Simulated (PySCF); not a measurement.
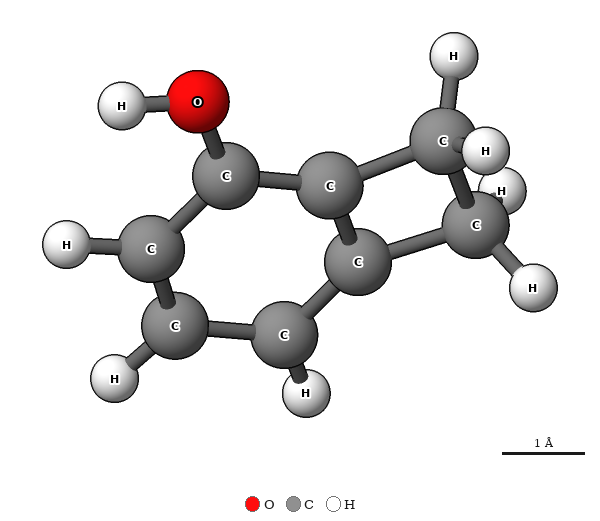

*The structure as given in the input (ball-and-stick view, seen at a tilt).*

## Geometry relaxation of C₈H₈O

System: C₈H₈O, SMILES Oc1cccc2c1CC2.
Method: PBE0-D3(BJ)/def2-SVP geometry optimisation, gas phase (PySCF 2.14.0).

## The program's output
```
step   0  E = -384.14337115  max force = 0.050740
step   1  E = -384.14905941  max force = 0.010585
step   2  E = -384.14920858  max force = 0.002280
step   3  E = -384.14919513  max force = 0.004712
step   4  E = -384.14926097  max force = 0.000732
step   5  E = -384.14925835  max force = 0.000870
step   6  E = -384.14926590  max force = 0.000172
optimisation converged
```

## Trajectory as extended XYZ (Å, eV, eV/Å), 7 frames, from step=0 to step=6
```
17
Properties=species:S:1:pos:R:3:forces:R:3 step=0 energy=-10453.07356
O     0.2896    2.6594    0.0698   -0.8932   0.3938   0.2557
C     0.4898    1.3453   -0.0758    0.6173   0.4928  -0.1479
C     1.7154    0.8290   -0.4745    1.2460  -0.1099  -0.1662
C     1.9909   -0.5266   -0.6076   -2.6091  -0.4492   0.5135
C     0.9565   -1.4770   -0.3712    0.5840   1.4828   0.0128
C    -0.2578   -0.9483    0.0201    0.3663  -0.3933   0.0177
C    -0.4768    0.4096    0.1642   -0.9822  -0.0333   0.1584
C    -1.9064    0.2185    0.5678   -0.5717   0.2787   0.2142
C    -1.6654   -1.3067    0.4362    0.2236   0.1982  -1.1864
H     1.0729    3.1698   -0.1320    0.3676  -0.0734  -0.1182
H     2.5375    1.5179   -0.6582    0.1591   0.2957  -0.0716
H     2.9447   -0.8615   -0.9028    1.4325  -0.3660  -0.4292
H     1.1190   -2.5167   -0.4815    0.2898  -1.3052  -0.1382
H    -2.6717    0.6314   -0.1091    0.0681   0.0122  -0.0466
H    -2.1614    0.5277    1.5848   -0.0360   0.2061   0.2719
H    -1.7482   -1.8727    1.3451   -0.1296  -0.5154   0.7881
H    -2.2452   -1.7872   -0.3650   -0.1325  -0.1148   0.0719
17
Properties=species:S:1:pos:R:3:forces:R:3 step=1 energy=-10453.22834
O    -0.1471    3.0618    0.6826    0.1131  -0.0434  -0.0358
C     0.1059    1.7446    0.5340   -0.1897   0.0379   0.0695
C     1.3454    1.2263    0.1228   -0.1789   0.1078   0.0125
C     1.5486   -0.1482   -0.0193    0.5443  -0.2002  -0.0793
C     0.5503   -1.0884    0.2518   -0.0616  -0.3028  -0.0675
C    -0.6670   -0.5581    0.6548    0.0014   0.0612  -0.0167
C    -0.8904    0.8076    0.7929    0.1078  -0.0168  -0.0195
C    -2.3258    0.6316    1.2215   -0.0153   0.0352  -0.0138
C    -2.0803   -0.9075    1.0656   -0.0104  -0.1251   0.2235
H     0.6484    3.5570    0.4587   -0.0082   0.0377   0.0047
H     2.1613    1.9202   -0.0967    0.0643   0.0110  -0.0157
H     2.5464   -0.4898   -0.3443   -0.3268   0.0811   0.0871
H     0.7261   -2.1667    0.1368    0.0076   0.2354   0.0206
H    -3.0785    1.0509    0.5371   -0.0256   0.0176  -0.0174
H    -2.5611    0.9625    2.2439   -0.0063   0.0146   0.0353
H    -2.1703   -1.4874    2.0037    0.0091   0.0787  -0.1406
H    -2.6914   -1.3971    0.2937   -0.0246  -0.0299  -0.0470
17
Properties=species:S:1:pos:R:3:forces:R:3 step=2 energy=-10453.23240
O    -0.1323    3.0663    0.6774   -0.0308  -0.0295   0.0064
C     0.0999    1.7450    0.5352    0.0308   0.0631   0.0011
C     1.3380    1.2226    0.1247    0.0937   0.0161  -0.0336
C     1.5595   -0.1524   -0.0172   -0.1141   0.0606   0.0410
C     0.5491   -1.0855    0.2452   -0.0128  -0.1173   0.0033
C    -0.6687   -0.5550    0.6522    0.0302   0.0193  -0.0223
C    -0.8961    0.8098    0.7948    0.0490   0.0103  -0.0174
C    -2.3317    0.6317    1.2245    0.0074  -0.0039  -0.0016
C    -2.0814   -0.9090    1.0679   -0.0104  -0.0395   0.0199
H     0.6669    3.5548    0.4515   -0.0058  -0.0237   0.0016
H     2.1554    1.9179   -0.0932    0.0138   0.0116   0.0016
H     2.5487   -0.4925   -0.3396   -0.0600   0.0147   0.0114
H     0.7260   -2.1573    0.1305    0.0006   0.0079   0.0050
H    -3.0870    1.0506    0.5410    0.0050  -0.0030   0.0011
H    -2.5664    0.9621    2.2484    0.0018  -0.0007  -0.0002
H    -2.1675   -1.4881    2.0014    0.0027   0.0101  -0.0139
H    -2.6922   -1.4015    0.2949   -0.0010   0.0039  -0.0035
17
Properties=species:S:1:pos:R:3:forces:R:3 step=3 energy=-10453.23204
O    -0.1346    3.0671    0.6791   -0.0488  -0.0121   0.0131
C     0.1027    1.7478    0.5350    0.0581   0.0448  -0.0128
C     1.3414    1.2277    0.1236   -0.0351  -0.1216   0.0169
C     1.5471   -0.1514   -0.0122    0.0264   0.0091  -0.0398
C     0.5455   -1.0969    0.2434   -0.0347   0.2423   0.0525
C    -0.6683   -0.5587    0.6504   -0.0435  -0.0356   0.0056
C    -0.8891    0.8079    0.7927   -0.0548  -0.0162   0.0060
C    -2.3257    0.6330    1.2233   -0.0049   0.0090   0.0118
C    -2.0816   -0.9091    1.0682    0.0022   0.0362  -0.0674
H     0.6623    3.5594    0.4540    0.0004  -0.0198   0.0003
H     2.1644    1.9178   -0.0949   -0.0214  -0.0319   0.0076
H     2.5307   -0.4923   -0.3349    0.1203  -0.0316  -0.0385
H     0.7274   -2.1654    0.1286    0.0141  -0.0559  -0.0081
H    -3.0802    1.0541    0.5399    0.0095  -0.0067   0.0072
H    -2.5586    0.9652    2.2475    0.0008  -0.0045  -0.0113
H    -2.1685   -1.4863    2.0005    0.0009  -0.0225   0.0438
H    -2.6946   -1.4006    0.2953    0.0108   0.0171   0.0130
17
Properties=species:S:1:pos:R:3:forces:R:3 step=4 energy=-10453.23383
O    -0.1386    3.0649    0.6805    0.0131  -0.0058  -0.0055
C     0.1038    1.7469    0.5347   -0.0068  -0.0291   0.0030
C     1.3418    1.2236    0.1232    0.0054   0.0160   0.0091
C     1.5523   -0.1534   -0.0145   -0.0211   0.0045  -0.0185
C     0.5459   -1.0920    0.2439   -0.0005   0.0376   0.0248
C    -0.6692   -0.5574    0.6507    0.0033  -0.0029  -0.0068
C    -0.8897    0.8086    0.7929   -0.0324  -0.0130   0.0009
C    -2.3260    0.6341    1.2234   -0.0031   0.0092   0.0102
C    -2.0821   -0.9078    1.0680    0.0018   0.0103  -0.0215
H     0.6575    3.5586    0.4559    0.0058   0.0034  -0.0003
H     2.1638    1.9140   -0.0949   -0.0026  -0.0054   0.0028
H     2.5380   -0.4954   -0.3381    0.0277  -0.0060  -0.0087
H     0.7259   -2.1623    0.1296    0.0040  -0.0189  -0.0029
H    -3.0803    1.0551    0.5401    0.0020  -0.0017   0.0010
H    -2.5590    0.9661    2.2474   -0.0008  -0.0011  -0.0024
H    -2.1691   -1.4856    2.0012    0.0021  -0.0048   0.0120
H    -2.6949   -1.3987    0.2953    0.0020   0.0078   0.0027
17
Properties=species:S:1:pos:R:3:forces:R:3 step=5 energy=-10453.23376
O    -0.1312    3.0639    0.6797   -0.0289   0.0112   0.0110
C     0.1034    1.7443    0.5354    0.0287   0.0447  -0.0049
C     1.3420    1.2238    0.1230   -0.0215  -0.0369   0.0021
C     1.5524   -0.1525   -0.0171    0.0206  -0.0034  -0.0005
C     0.5457   -1.0895    0.2458   -0.0013  -0.0373  -0.0052
C    -0.6704   -0.5565    0.6515    0.0035  -0.0007  -0.0049
C    -0.8929    0.8088    0.7939    0.0273   0.0226  -0.0105
C    -2.3290    0.6344    1.2245    0.0055  -0.0022  -0.0012
C    -2.0836   -0.9071    1.0676   -0.0042  -0.0145   0.0178
H     0.6679    3.5525    0.4545   -0.0028  -0.0046   0.0016
H     2.1630    1.9152   -0.0945   -0.0009   0.0030   0.0001
H     2.5391   -0.4949   -0.3421   -0.0217   0.0018   0.0063
H     0.7256   -2.1608    0.1321   -0.0021   0.0117   0.0000
H    -3.0832    1.0552    0.5413   -0.0008   0.0007  -0.0014
H    -2.5623    0.9655    2.2485    0.0014   0.0000   0.0015
H    -2.1705   -1.4858    2.0010   -0.0004   0.0041  -0.0081
H    -2.6960   -1.3971    0.2945   -0.0023   0.0000  -0.0036
17
Properties=species:S:1:pos:R:3:forces:R:3 step=6 energy=-10453.23396
O    -0.1339    3.0644    0.6809    0.0012  -0.0005   0.0006
C     0.1043    1.7455    0.5353   -0.0003   0.0031   0.0019
C     1.3418    1.2223    0.1230    0.0021   0.0017  -0.0026
C     1.5519   -0.1543   -0.0172    0.0054  -0.0019   0.0033
C     0.5454   -1.0917    0.2455   -0.0035   0.0003  -0.0017
C    -0.6698   -0.5565    0.6512   -0.0088  -0.0027  -0.0010
C    -0.8912    0.8092    0.7934    0.0071  -0.0006  -0.0056
C    -2.3273    0.6355    1.2242    0.0031  -0.0009  -0.0004
C    -2.0832   -0.9063    1.0675   -0.0019  -0.0066   0.0083
H     0.6640    3.5554    0.4563    0.0007  -0.0003   0.0007
H     2.1636    1.9128   -0.0947    0.0016   0.0007  -0.0008
H     2.5380   -0.4968   -0.3421   -0.0047   0.0013   0.0011
H     0.7248   -2.1629    0.1318   -0.0017   0.0039  -0.0005
H    -3.0814    1.0567    0.5410   -0.0002   0.0005   0.0000
H    -2.5603    0.9667    2.2483    0.0011   0.0003   0.0004
H    -2.1703   -1.4847    2.0008   -0.0007   0.0006  -0.0021
H    -2.6961   -1.3958    0.2944   -0.0006   0.0012  -0.0017
```

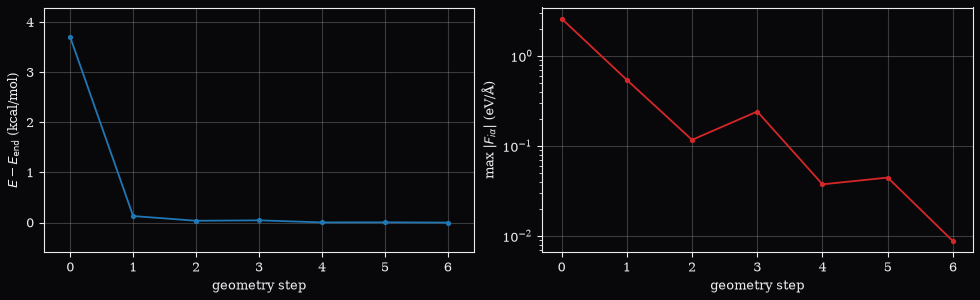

*Progress of the relaxation, step by step (steps are counted from 0).*

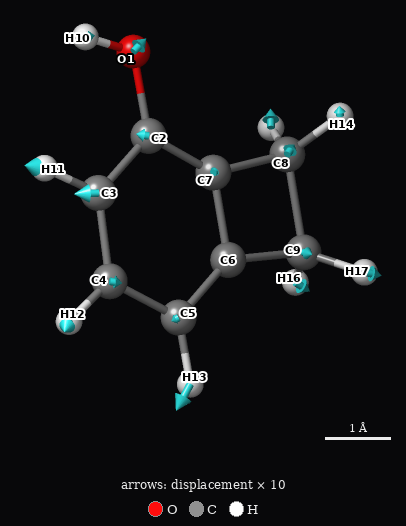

*The starting structure with the displacements as teal arrows, magnified 10 times (ball-and-stick view, seen at a tilt). The two geometries are laid on each other by the best rigid fit.*

After 6 geometry steps the energy has fallen by 3.70 kcal/mol. The largest force component goes from 2.6 to 0.0088 eV/Å. H13 moves most after the best rigid fit: 0.048 Å. By element the largest moves are H 0.048 Å, C 0.040 Å, O 0.032 Å. Among the contacts that change: C4–H12 1.053 → 1.093 Å, C5–H13 1.058 → 1.092 Å, C9–H16 1.074 → 1.101 Å, C4–C5 1.424 → 1.400 Å. Among the angles that change: C2–O1–H10 112.3° → 109.1°, C3–C4–H12 121.1° → 118.2°, C3–C4–C5 119.4° → 122.1°. (Atoms are counted from 1 in the order of the input.)

This output came from the following input.

## Input file
```
{"job": {"xc": "PBE0", "basis": "def2-SVP", "d3": "d3bj", "grid": 1, "shake": 0.01, "kind": "geom"}, "charge": 0, "multiplicity": 1}
O      0.289570     2.659370     0.069760
C      0.489790     1.345280    -0.075840
C      1.715440     0.829000    -0.474460
C      1.990880    -0.526580    -0.607580
C      0.956540    -1.477020    -0.371180
C     -0.257830    -0.948310     0.020120
C     -0.476830     0.409570     0.164160
C     -1.906380     0.218520     0.567800
C     -1.665390    -1.306710     0.436180
H      1.072860     3.169800    -0.132000
H      2.537530     1.517930    -0.658160
H      2.944720    -0.861500    -0.902840
H      1.119030    -2.516710    -0.481550
H     -2.671740     0.631400    -0.109080
H     -2.161350     0.527700     1.584760
H     -1.748170    -1.872680     1.345090
H     -2.245190    -1.787240    -0.365000
```

The first line tells a small driver script what to run in PySCF; the rest is the geometry in Å.

Run as:
```bash
OMP_NUM_THREADS=1 python <driver script> task.json out
```

## Results in brief

- outcome: converged
- total energy: −384.149266 hartree
- dipole moment: 0.90 D
- point group: Cs
- hardware: 1 CPU thread, shared host
- wall time: 2.2 min
- peak memory: 0.69 GiB
